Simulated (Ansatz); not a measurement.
CH3F3OSn

```xyz
9

C     1.1334    1.3800   -1.3428
F    -1.5650    3.2844    0.0683
F    -0.4515    0.6156    1.1337
F    -2.4055    0.6927   -1.2419
O     1.6159    0.1698   -0.9073
Sn   -0.8713    1.5813   -0.5000
H     1.5466    0.1224    0.0572
H     1.6885    2.2683   -0.9904
H     1.0790    1.3921   -2.4392
```

Geometry: PBE0-D3(BJ)/def2-SVP; core potentials replace the inner electrons of Sn.

Method: isolated molecule in a Gaussian basis; Kohn-Sham density functional theory, functional PBE0 in Ansatz.

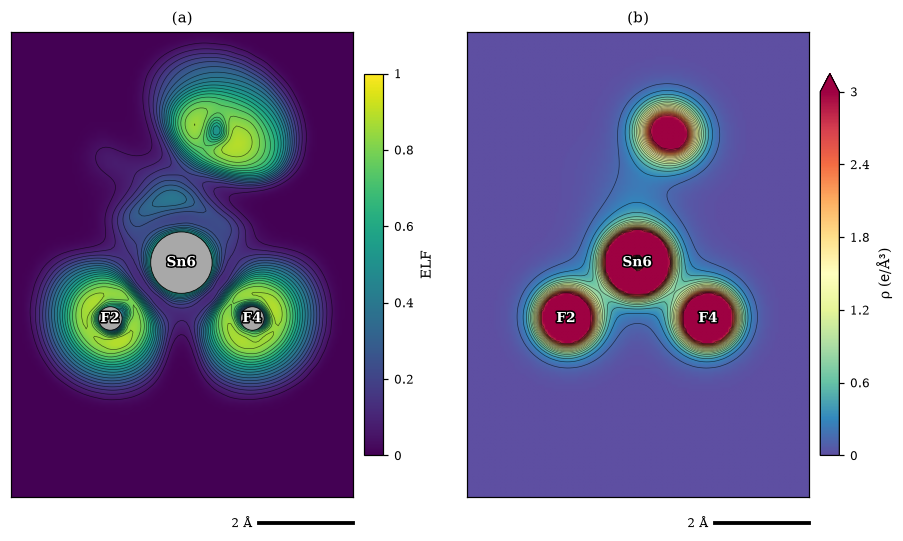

Figure 1. (a) ELF; (b) electron density on the plane of atoms F2, Sn6 and F4. Grey discs cover the atomic cores in the ELF map.

Q: What does the map show?

A: The plane passes through F and Sn nuclei. Sn–F (1.92 Å): ρ is about 0.76 e/Å³ halfway; the ELF peaks at about 0.80 in the valence shell of F, 0.5 Å from its nucleus, and drops to about 0.15 between the two atoms. The ELF also peaks beside F2, F4 and O5, away from the bonds: lone-pair regions.

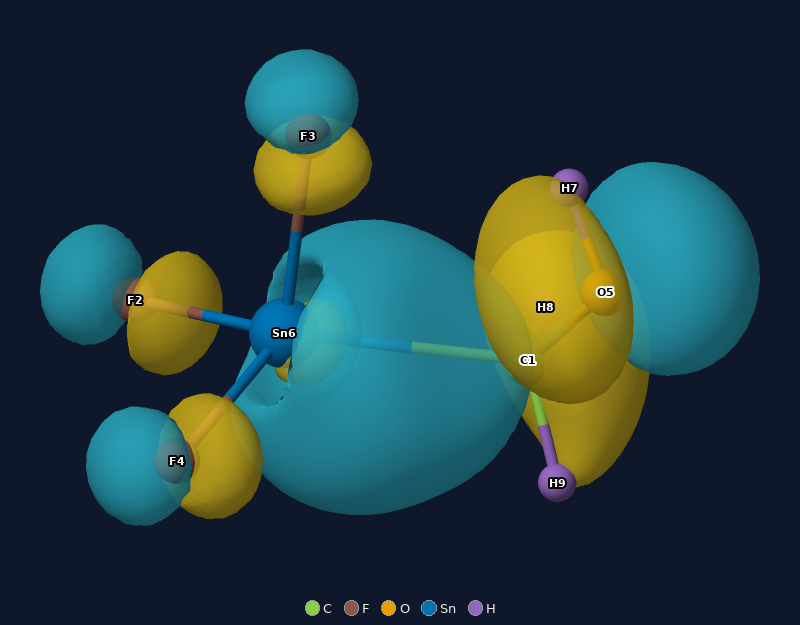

Figure 2. The HOMO at ±0.1 Å⁻³ᐟ² (yellow and cyan are the two phases), seen at an oblique angle.

Q: Where does this orbital lie, and at what energy?

A: It lies mainly on O5 (about 40 %), Sn6 (about 20 %) and C1 (about 20 %). Its energy is −8.87 eV.

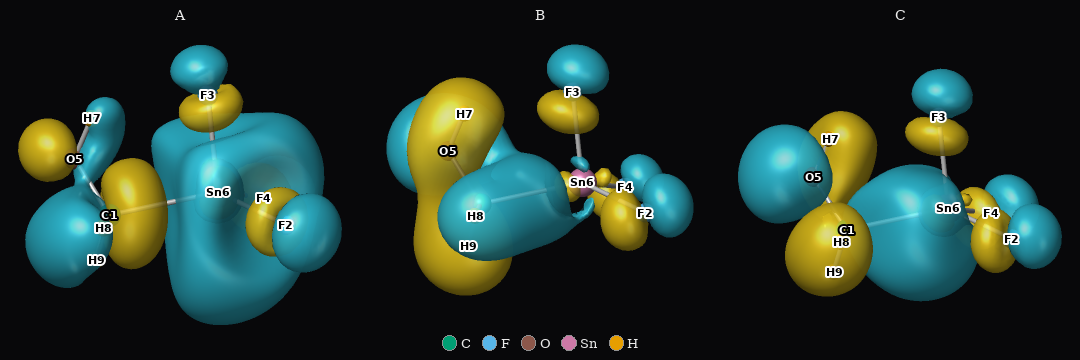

Figure 3. Three frontier orbitals at ±0.06 Å⁻³ᐟ² (yellow and cyan are the two phases), in no order.

Q: Which picture is the HOMO−1, the HOMO and the LUMO?

A: B is the HOMO−1 (−10.77 eV). It lies mainly on O5 (about 45 %), C1 (about 20 %), H9 (about 10 %) and H8 (about 5 %). C is the HOMO (−8.87 eV). Its weight (Hirshfeld) is mainly on O5 (about 40 %), Sn6 (about 20 %) and C1 (about 20 %). A is the LUMO (−2.58 eV). Its weight (Hirshfeld) is mainly on Sn6 (about 45 %), C1 (about 20 %), F4 (about 10 %) and F2 (about 10 %).

Q: What is the HOMO–LUMO gap?

A: 6.29 eV between the orbital energies.
